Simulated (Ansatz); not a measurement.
**BSiH$_{7}$O: nudged elastic band (part 2 of 2)**

BSiH$_{7}$O; RKS PBE-D4/def2-SVP (Ansatz 0.2.0). The run did not end well. One setting was made poor on purpose. It belongs to a series of runs on one base structure; here: band between the two ends.

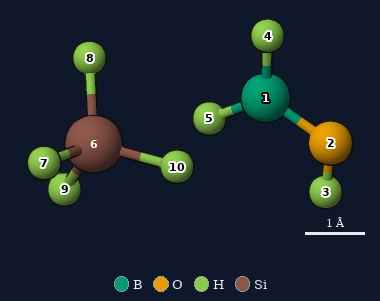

**Figure 1.** The structure as given in the input (ball-and-stick view, seen at a tilt; atoms are numbered from 1 in the order of the input).

```
Unfinished report: {"positions_ang":[[0.02255501420154889,0.19765523040663438,0.24871355206660087],[-0.02792542053236944,-0.5807410186199338,1.643128112459775],[-0.9681305850212018,-0.6769980583604507,1.8917548161449347],[1.0800055172410807,-0.025431713357430122,-0.30473833613019174],[-1.0137108590788773,0.1498406061218038,-0.3937926488932823],[0.0888195189252417,2.349445165713552,0.7291991783782719],[0.642257755016834,2.846728753921779,2.048312860040508],[0.9873649955523757,2.874233944160916,-0.3550678370638926],[-1.289151602348848,2.9385701071562136,0.5922656876481805],[0.09021566604421641,0.6813990028569135,1.5729226153490956]],"unchecked":["starts","cluster_reference","orbital_swaps","neighbouring_geometries","increment"],"mean_field":{"relativity":"none","state":{"energy":{"ev":-10700.888746181827,"hartree":-393.25040809927674},"converged":true,"gradient_ev":0.00005005981549590151,"stability":{"kind":"minimum","curvature_ev":81.9238565003554},"curvature_floor_ev":0.00030000000000000003,"spin_squared":-3.552713678800501e-15},"others":[],"fillings":{"estimated":0,"unestimated":0,"tried":0,"untried":0,"excluded_magnetic_sites":0},"n_dropped_functions":0,"n_trapped_functions":0,"passes":{"evaluations":2,"products":15},"factors":{"origin":"density fitting in generated functions","count":899,"bound_ev":null},"gradient_stop_ev":0.00009,"reference_kind":"stationary","functional":{"name":"PBE","citations":["Perdew, Burke & Ernzerhof, Phys. Rev. Lett. 77, 3865 (1996) doi:10.1103/PhysRevLett.77.3865"],"text":"name \"PBE\"\ncite \"Perdew, Burke & Ernzerhof, Phys. Rev. Lett. 77, 3865 (1996) doi:10.1103/PhysRevLett.77.3865\"\nparent pbe\nparameter kappa = 0.804\nparameter beta = 0.06672455060314922\nexchange = pbe_x(kappa = kappa, mu = beta*pi^2/3)\ncorrelation = pbe_c(beta = beta)\n","parameters":{"beta":{"value":0.06672455060314922,"default":0.06672455060314922},"kappa":{"value":0.804,"default":0.804}},"final_grid":{"core_spheres":13.0,"valence_spheres":11.0,"degree":36.0},"final_grid_parameter_source":"default","radial_points_factor":1.0,"radial_grid_error_ev":3.125828648923977e-7,"grid_sensitivity":"normal","grid_sensitivity_ratio":0.001870803151768979},"unsmoothed_excess_ev":-0.00003409012527821607,"symmetry":{"irreps":["A"],"axes":[[0.9999712937598374,0.003983261207287899,0.006445563313753832],[-0.0038685624365786785,0.9998356696744922,-0.017710671111901662],[-0.006515050341431473,0.017685227641005104,0.999822377646317]],"occupied":[{"A":17},{"A":17}]},"density_repulsion":{"missed_ev":0.00008832776521375675,"excess_ev":0.00008832776521375675,"most_excess_ev":0.00044199999999999996,"are_drawn_again":false,"n_first_factors":899,"energy_change_ev":0.0,"n_dropped_ends":0},"direct_passes":"host"},"factors":{"origin":"density fitting in generated functions","count":899,"bound_ev":null},"n_frozen":0,"n_occupied":[17,17],"n_virtual":[64,64],"reference":{"ev":-10700.888746181827,"hartree":-393.25040809927674},"dispersion":{"energy":{"ev":-0.14536166589293945,"hartree":-0.005341942691889551},"switches_in_reach":[]},"total":{"ev":-10701.03410784772,"hartree":-393.2557500419686},"forces_ev_per_angstrom":[[0.006720823992044309,0.015552698060992631,0.007590856977662862],[-0.004450903039831657,0.00283212826934942,0.004788621119107767],[-0.005621810603103015,-0.03289388159449044,-0.022150215446612137],[0.01136862804904709,0.022963896672430626,0.013853889724623139],[0.010393938269258737,0.015717924824282883,0.0017639325900610885],[-0.00044416557890259595,-0.001506354734577631,-0.00019545234567880658],[0.025711459374026725,0.005964827202429941,-0.014583234044203745],[-0.015868098210309756,-0.025259035315875162,-0.0246575098044769],[0.00005975333009388675,0.0019743571789505266,0.00987283662875339],[-0.027869625588842737,-0.005346560566433597,0.02371627460510652]],"charge_distribution":{"dipole_moment_e_ang":[-0.2950265277849841,-0.0059175001154865075,0.2748448324134112],"mulliken_charges_e":[-0.1891566874756565,-0.15773510853332695,0.18801330847337572,0.01452913258726607,-0.00284247726807374,0.06223456889529011,-0.04648224414302238,-0.02506936737653387,-0.03786060735337715,0.19436948219407835],"lowdin_charges_e":[-0.43894114943817364,0.24486529440550875,0.013091056010080315,-0.01201111903522123,-0.012789196728531405,0.28910043591334933,-0.05681890667057088,-0.037437803635962164,-0.05835897292566061,0.06930036210522017]},"n_threads":1,"memory_gib":1.7045454550534487,"seconds":{"hamiltonian":0.794733019,"orbitals":0.0,"second_order":0.0,"solver_start":0.0,"cycles":0.0,"cycle":0.0,"perturbative":0.0,"full_ci_increment":0.0,"forces":0.0}}
this run last wrote the band of iteration 60 to [file]
Error: NEB band did not converge after 60 iterations: max|band force component| = 8.82e-2 eV/Å (threshold 5.0e-2); raise `neb.max_iterations` in a new run, which can start from the last band evaluated (`neb.initial_path`, with `crystal.atoms` and `neb.final_atoms` set to its first and last images), add images, or start from endpoints closer to local minima. Where this run's directory can be resumed (`checkpoint.write`), a resume goes on for up to `neb.max_iterations` more; to start a new run from the last band, take its images' positions from the `neb_iteration` event of iteration 60 (`data.images[].positions_ang`), in the event stream of the run that computed that iteration (not this run's, if it was resumed behind it). With `checkpoint.write`, `steps/00-neb/state/checkpoint.json` in the run directory holds the last saved band, under `neb.evaluated.images[].positions_ang` (a band under a hybrid functional on support functions is neither saved nor resumed: `neb.initial_path` says where its path is): check the last entry of `neb.iterations` there, which is earlier than 60 if that iteration was not saved or its write failed. If the band's step has no `state` directory and holds `state.next`, a write was cut short, and the file is under `state.next` instead (behind a loss of power it can be under `state.prev`)
this run wrote the band of iteration 60 to [file] as well, whether or not its events were kept: a new run's `neb.initial_path` can list its `images[].positions_ang`
a run's events are kept only if it was started with --events-out <file>, and are in that file
```

The last band as extended XYZ (Å, eV, eV/Å):
```
10
Properties=species:S:1:pos:R:3:forces:R:3 image=0 energy=-10702.73507
B    -0.0729   -0.5261    0.1700    0.0021  -0.0205   0.0019
O    -0.2813   -1.4799    1.1119   -0.0077   0.0278  -0.0146
H    -1.1998   -1.4885    1.4383    0.0022  -0.0074   0.0026
H     1.0535   -0.4560   -0.2838   -0.0028   0.0023   0.0034
H    -0.9811    0.2031   -0.2056    0.0075  -0.0027   0.0064
Si    0.2186    2.9006    1.0840   -0.0104   0.0014   0.0086
H     0.7407    4.1071    1.8158   -0.0058  -0.0158  -0.0053
H     0.9339    2.7585   -0.2281   -0.0033  -0.0010  -0.0001
H    -1.2575    3.0620    0.8467    0.0217  -0.0026   0.0059
H     0.4584    1.6740    1.9237   -0.0036   0.0184  -0.0088
10
Properties=species:S:1:pos:R:3:forces:R:3 image=1 energy=-10702.71199
B    -0.0495   -0.4249    0.1500   -0.0128  -0.0578   0.0510
O    -0.2043   -1.2070    1.2506    0.0823  -0.0089  -0.0922
H    -1.1089   -1.1727    1.6068   -0.0880  -0.0336   0.0156
H     1.0634   -0.3914   -0.3389    0.0045  -0.0321  -0.0058
H    -0.9936    0.1835   -0.3362    0.0044   0.0081   0.0119
Si    0.1808    2.7594    1.0618    0.0017   0.0234   0.0048
H     0.7280    3.8310    1.9611    0.0026   0.0410  -0.0083
H     0.9370    2.7369   -0.2345   -0.0019   0.0138   0.0000
H    -1.2778    3.0067    0.8008    0.0008   0.0204   0.0049
H     0.3372    1.4332    1.7513    0.0064   0.0257   0.0182
10
Properties=species:S:1:pos:R:3:forces:R:3 image=2 energy=-10702.59603
B    -0.0330   -0.3255    0.2143   -0.0134  -0.0983  -0.0137
O    -0.1472   -1.0565    1.3626   -0.0253  -0.1087  -0.0409
H    -1.0357   -0.9802    1.7545   -0.0337  -0.1469  -0.0520
H     1.0677   -0.2892   -0.3052   -0.0033  -0.0759   0.0113
H    -1.0075    0.1690   -0.3402   -0.0043  -0.0083   0.0375
Si    0.1511    2.6687    0.9816    0.0190   0.0845   0.0342
H     0.7083    3.4581    2.1275    0.0135   0.1845  -0.0142
H     0.9625    2.8620   -0.2646   -0.0023   0.0312   0.0056
H    -1.2887    3.0146    0.7340    0.0092   0.0469   0.0163
H     0.2348    1.2337    1.4080    0.0405   0.0910   0.0159
10
Properties=species:S:1:pos:R:3:forces:R:3 image=3 energy=-10702.14876
B    -0.0082   -0.0881    0.2971   -0.0427  -0.5265   0.1305
O    -0.0833   -0.8650    1.4648   -0.1047  -0.5106  -0.2813
H    -0.9708   -0.7933    1.8587   -0.0099  -0.2311  -0.0377
H     1.0684   -0.0664   -0.2787    0.0013  -0.0691   0.1135
H    -1.0122    0.2049   -0.3525    0.0246   0.0881   0.1129
Si    0.1138    2.4960    0.8673    0.0389   0.2647   0.2136
H     0.6805    3.0443    2.1360    0.0738   0.4392   0.0844
H     0.9823    2.8333   -0.3064   -0.0205  -0.1582   0.0171
H    -1.2969    2.9481    0.6489   -0.0214   0.0062   0.0307
H     0.1388    1.0410    1.3373    0.0607   0.6971  -0.3838
10
Properties=species:S:1:pos:R:3:forces:R:3 image=4 energy=-10701.03407
B     0.0226    0.1977    0.2487    0.0067   0.0156   0.0076
O    -0.0279   -0.5807    1.6431   -0.0045   0.0028   0.0048
H    -0.9681   -0.6770    1.8918   -0.0056  -0.0329  -0.0221
H     1.0800   -0.0254   -0.3047    0.0114   0.0230   0.0139
H    -1.0137    0.1498   -0.3938    0.0104   0.0157   0.0018
Si    0.0888    2.3494    0.7292   -0.0004  -0.0015  -0.0002
H     0.6423    2.8467    2.0483    0.0257   0.0060  -0.0146
H     0.9874    2.8742   -0.3551   -0.0159  -0.0253  -0.0247
H    -1.2892    2.9386    0.5923    0.0001   0.0020   0.0099
H     0.0902    0.6814    1.5729   -0.0279  -0.0053   0.0237
10
Properties=species:S:1:pos:R:3:forces:R:3 image=5 energy=-10701.55079
B     0.0340    0.3103    0.1502   -0.0001   0.2340  -0.1887
O    -0.0022   -0.4464    1.6662   -0.0081   0.2308   0.0233
H    -0.9359   -0.6376    1.8933    0.0095   0.0376  -0.0449
H     1.0861   -0.0512   -0.3413   -0.0159  -0.0466  -0.0767
H    -1.0018    0.0316   -0.4281   -0.0023  -0.1540  -0.0712
Si    0.0543    2.3356    0.6093   -0.0218  -0.0229  -0.2039
H     0.5903    2.7332    1.9927   -0.0194  -0.2195  -0.0920
H     0.9644    3.0074   -0.3771    0.0036   0.2084  -0.0470
H    -1.3157    2.9670    0.5656    0.0111   0.1024  -0.0261
H     0.1387    0.5047    1.9419    0.0433  -0.3703   0.7273
10
Properties=species:S:1:pos:R:3:forces:R:3 image=6 energy=-10701.84310
B     0.0477    0.3292    0.0928   -0.0064   0.0260  -0.0167
O    -0.0351   -0.3349    1.6480   -0.0097   0.0404  -0.0102
H    -0.9783   -0.4701    1.8715   -0.0075   0.0186  -0.0208
H     1.1201   -0.0693   -0.3345   -0.0071   0.0081  -0.0143
H    -0.9386   -0.1112   -0.4810    0.0087  -0.0546   0.0012
Si    0.0207    2.3229    0.5065   -0.0121   0.0108  -0.0574
H     0.5992    2.4905    1.9255   -0.0098  -0.0952  -0.0347
H     0.8735    3.1972   -0.3734   -0.0082   0.0776  -0.0093
H    -1.3457    2.9605    0.6292    0.0037   0.0547  -0.0256
H     0.2487    0.4399    2.1883    0.0483  -0.0864   0.1878
10
Properties=species:S:1:pos:R:3:forces:R:3 image=7 energy=-10701.86844
B     0.0957    0.3369    0.0902   -0.0013   0.0047   0.0034
O    -0.1427   -0.3529    1.6211   -0.0084  -0.0107  -0.0038
H    -1.0940   -0.2652    1.8361   -0.0030   0.0014  -0.0012
H     1.2115   -0.0548   -0.2199    0.0014   0.0108   0.0021
H    -0.8153   -0.1414   -0.5713    0.0021  -0.0051   0.0035
Si    0.0119    2.3256    0.5041   -0.0035   0.0064  -0.0031
H     0.7243    2.5223    1.8467    0.0008   0.0067  -0.0057
H     0.6816    3.2694   -0.4618   -0.0016   0.0044  -0.0082
H    -1.3770    2.8712    0.7731   -0.0019   0.0177  -0.0098
H     0.3162    0.2436    2.2545    0.0154  -0.0363   0.0229
10
Properties=species:S:1:pos:R:3:forces:R:3 image=8 energy=-10701.87881
B     0.1419    0.3593    0.1296    0.0042  -0.0106  -0.0163
O    -0.2364   -0.4188    1.5827    0.0091   0.0164   0.0031
H    -1.1506   -0.1688    1.8304   -0.0043   0.0011   0.0011
H     1.2801   -0.0303   -0.0934    0.0004   0.0030   0.0056
H    -0.7005   -0.0850   -0.6383   -0.0006   0.0013   0.0005
Si    0.0107    2.3497    0.5266   -0.0026   0.0092   0.0157
H     0.8141    2.7159    1.7691   -0.0020  -0.0007  -0.0073
H     0.5122    3.2474   -0.5777   -0.0027  -0.0071  -0.0015
H    -1.3944    2.8203    0.8623    0.0056  -0.0035   0.0018
H     0.3352   -0.0352    2.2814   -0.0071  -0.0091  -0.0026
```

This output came from the following input.

The input:
```yaml
crystal:
  periodic: [false, false, false]
  atoms:
    - { symbol: B, position_ang: [-0.072933, -0.526141, 0.169961] }
    - { symbol: O, position_ang: [-0.281335, -1.479915, 1.111851] }
    - { symbol: H, position_ang: [-1.199805, -1.488529, 1.438326] }
    - { symbol: H, position_ang: [1.053496, -0.455958, -0.283846] }
    - { symbol: H, position_ang: [-0.981132, 0.203119, -0.205574] }
    - { symbol: Si, position_ang: [0.218578, 2.900563, 1.083965] }
    - { symbol: H, position_ang: [0.74069, 4.107086, 1.815781] }
    - { symbol: H, position_ang: [0.933869, 2.758496, -0.228143] }
    - { symbol: H, position_ang: [-1.257535, 3.061966, 0.846702] }
    - { symbol: H, position_ang: [0.458407, 1.674015, 1.923675] }
basis:
  gaussian: { orbitals: def2-SVP }
hamiltonian:
  xc: pbe
  dispersion: d4
neb:
  order_check: false
  images: 7
  f_tol: 0.05
  max_iterations: 60
  max_displacement: 0.5
  optimiser: lbfgs
  final_atoms:
    - { symbol: B, position_ang: [0.14188201, 0.35934704, 0.12956985] }
    - { symbol: O, position_ang: [-0.23634951, -0.41877072, 1.58273694] }
    - { symbol: H, position_ang: [-1.1505818, -0.16877895, 1.8304457] }
    - { symbol: H, position_ang: [1.28008871, -0.03030592, -0.09339098] }
    - { symbol: H, position_ang: [-0.70045863, -0.08498146, -0.63827452] }
    - { symbol: Si, position_ang: [0.01067051, 2.34973661, 0.52659149] }
    - { symbol: H, position_ang: [0.81409964, 2.71587115, 1.76905633] }
    - { symbol: H, position_ang: [0.51216581, 3.24743333, -0.57774727] }
    - { symbol: H, position_ang: [-1.39442664, 2.82033755, 0.86234688] }
    - { symbol: H, position_ang: [0.33520991, -0.03518664, 2.28136357] }
  initial_path:
    images:
      - { positions_ang: [[-0.072933, -0.526141, 0.169961], [-0.281335, -1.479915, 1.111851], [-1.199805, -1.488529, 1.438326], [1.053496, -0.455958, -0.283846], [-0.981132, 0.203119, -0.205574], [0.218578, 2.900563, 1.083965], [0.74069, 4.107086, 1.815781], [0.933869, 2.758496, -0.228143], [-1.257535, 3.061966, 0.846702], [0.458407, 1.674015, 1.923675]] }
      - { positions_ang: [[-0.04510484, -0.39415853, 0.12756926], [-0.21665354, -1.11023387, 1.27372187], [-1.1348781, -1.18966927, 1.59482712], [1.06232621, -0.33845211, -0.35251479], [-0.97855421, 0.15022092, -0.3116741], [0.18670642, 2.70901214, 0.99191409], [0.71054224, 3.62513692, 1.88078268], [0.93737054, 2.79959165, -0.21239331], [-1.25821235, 2.96819046, 0.81036663], [0.34875762, 1.53506369, 1.87009856]] }
      - { positions_ang: [[-0.01727668, -0.26217606, 0.08517751], [-0.15197208, -0.74055274, 1.43559273], [-1.0699512, -0.89080955, 1.75132824], [1.07115643, -0.22094622, -0.42118358], [-0.97597642, 0.09732284, -0.4177742], [0.15483485, 2.51746129, 0.89986318], [0.68039449, 3.14318785, 1.94578436], [0.94087208, 2.8406873, -0.19664363], [-1.2588897, 2.87441491, 0.77403125], [0.23910824, 1.39611238, 1.81652213]] }
      - { positions_ang: [[0.01055148, -0.13019358, 0.04278577], [-0.08729062, -0.37087161, 1.5974636], [-1.0050243, -0.59194982, 1.90782936], [1.07998664, -0.10344033, -0.48985237], [-0.97339863, 0.04442476, -0.52387429], [0.12296327, 2.32591043, 0.80781227], [0.65024673, 2.66123877, 2.01078604], [0.94437361, 2.88178295, -0.18089394], [-1.25956705, 2.78063937, 0.73769588], [0.12945887, 1.25716107, 1.76294569]] }
      - { positions_ang: [[0.03837963, 0.00178889, 0.00039402], [-0.02260916, -0.00119048, 1.75933447], [-0.9400974, -0.29309009, 2.06433048], [1.08881685, 0.01406556, -0.55852116], [-0.97082084, -0.00847333, -0.62997439], [0.09109169, 2.13435958, 0.71576136], [0.62009898, 2.1792897, 2.07578773], [0.94787515, 2.9228786, -0.16514426], [-1.26024439, 2.68686383, 0.7013605], [0.01980949, 1.11820976, 1.70936925]] }
      - { positions_ang: [[0.06425523, 0.09117843, 0.03268798], [-0.07604425, -0.10558554, 1.71518509], [-0.9927185, -0.26201231, 2.00585928], [1.13663482, 0.00297269, -0.44223862], [-0.90323029, -0.02760036, -0.63204942], [0.07098639, 2.18820383, 0.66846889], [0.66859914, 2.31343506, 1.99910488], [0.83894782, 3.00401728, -0.26829501], [-1.29378996, 2.72023226, 0.7416071], [0.09865959, 0.82986066, 1.85236783]] }
      - { positions_ang: [[0.09013082, 0.18056796, 0.06498194], [-0.12947933, -0.2099806, 1.67103571], [-1.0453396, -0.23093452, 1.94738809], [1.18445278, -0.00812018, -0.32595607], [-0.83563974, -0.04672739, -0.63412445], [0.0508811, 2.24204809, 0.62117643], [0.71709931, 2.44758042, 1.92242203], [0.73002048, 3.08515597, -0.37144576], [-1.32733552, 2.75360069, 0.78185369], [0.1775097, 0.54151156, 1.99536641]] }
      - { positions_ang: [[0.11600642, 0.2699575, 0.09727589], [-0.18291442, -0.31437566, 1.62688632], [-1.0979607, -0.19985673, 1.88891689], [1.23227074, -0.01921305, -0.20967353], [-0.76804918, -0.06585443, -0.63619949], [0.0307758, 2.29589235, 0.57388396], [0.76559948, 2.58172578, 1.84573918], [0.62109314, 3.16629465, -0.47459652], [-1.36088108, 2.78696912, 0.82210029], [0.2563598, 0.25316246, 2.13836499]] }
      - { positions_ang: [[0.14188201, 0.35934704, 0.12956985], [-0.23634951, -0.41877072, 1.58273694], [-1.1505818, -0.16877895, 1.8304457], [1.28008871, -0.03030592, -0.09339098], [-0.70045863, -0.08498146, -0.63827452], [0.01067051, 2.34973661, 0.52659149], [0.81409964, 2.71587115, 1.76905633], [0.51216581, 3.24743333, -0.57774727], [-1.39442664, 2.82033755, 0.86234688], [0.33520991, -0.03518664, 2.28136357]] }
```

Command:
```bash
ansatz run input.yaml --threads 1 --pin off --max-ram 2048MiB --backend cpu --events-out ev --progress --plain --runs-dir out
```

Outcome:

- outcome: not converged
- barrier, forward (band not converged): 1.701 eV
- barrier, backward: 0.845 eV
- hardware: 1 thread of Intel Xeon (Granite Rapids), 32 GiB of memory available, shared host
- wall time: 6.6 min
- peak memory: 0.13 GiB

What went wrong:

The run did not converge: “NEB band did not converge after 60 iterations: max|band force component| = 8.82e-2 eV/Å (threshold 5.0e-2); raise `neb.max_iterations` in a new run, which can start from the last band evaluated (`neb.initial_path`, with `crystal.atoms` and `neb.final_atoms` set to its first and last images), add images, or start from endpoints closer to local minima …” Its last values are not results. A deliberately poor setting: step length.
